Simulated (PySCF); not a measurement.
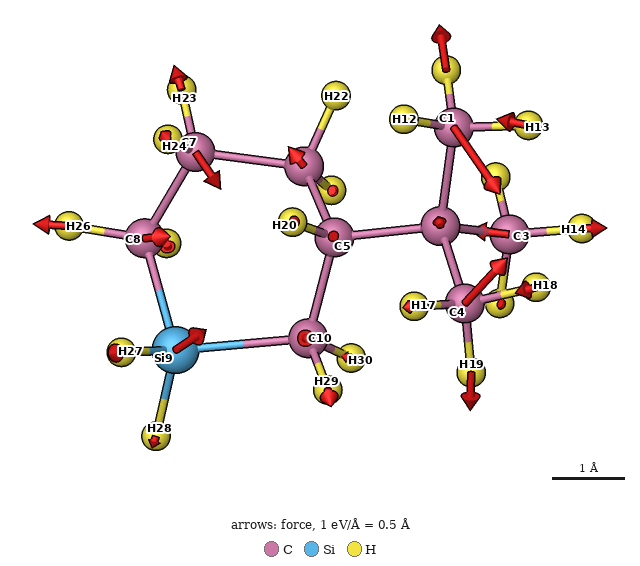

Starting geometry of C$_{9}$H$_{20}$Si with the computed forces as red arrows. A ball-and-stick model, seen at a tilt.

The start comes from GFN2-xTB. Its atoms were then displaced at random by about 0.01 Å.

The calculation used PBE0-D3(BJ)/def2-SVP geometry optimisation, gas phase (PySCF). 

### Is this structure relaxed? If not, where do the atoms go?

It isn't relaxed: the largest force vector, on a C atom, is 2.82 eV/Å. The final displacements have little in common with the starting forces (cosine between the two patterns 0.22). The atom that moves furthest after the best rigid fit is an H atom (0.14 Å). Largest moves by element: H 0.14 Å, C 0.06 Å, Si 0.03 Å. Near-neighbour distances that change, for instance: C–H 1.054 → 1.100 Å, H–Si 1.458 → 1.500 Å, C–H 1.136 → 1.101 Å, C–H 1.074 → 1.102 Å. Among the angles between lasting bonds that change: Si–C–H 112.1° → 107.9°, H–C–H 108.9° → 105.6°, C–C–H 107.5° → 110.4°. The energy falls by 5.54 kcal/mol in 6 geometry steps. Cost: 5.9 min on 1 thread of Intel(R) Xeon(R) Platinum 8259CL CPU @ 2.50GHz, on a shared host.
